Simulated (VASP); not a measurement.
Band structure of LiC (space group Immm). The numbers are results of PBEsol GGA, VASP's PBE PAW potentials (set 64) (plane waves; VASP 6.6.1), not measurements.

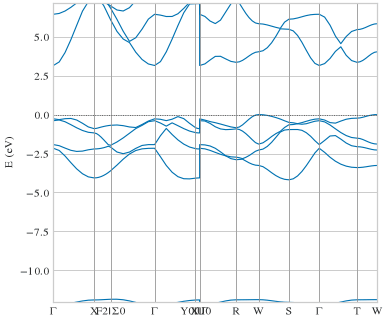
*Bands along high-symmetry lines, zero at the valence-band maximum or, without a gap, the Fermi level*

### Question
Read the plot: is there a gap, and where are the band edges?

### Answer
The gap is indirect, 3.15 eV, from the valence maximum at W to the conduction minimum at Γ. (Edges off the drawn lines would not show.)

The structure comes from a computed database's LiC entry (Immm); how it stands against other phases isn't given here. It was relaxed first.
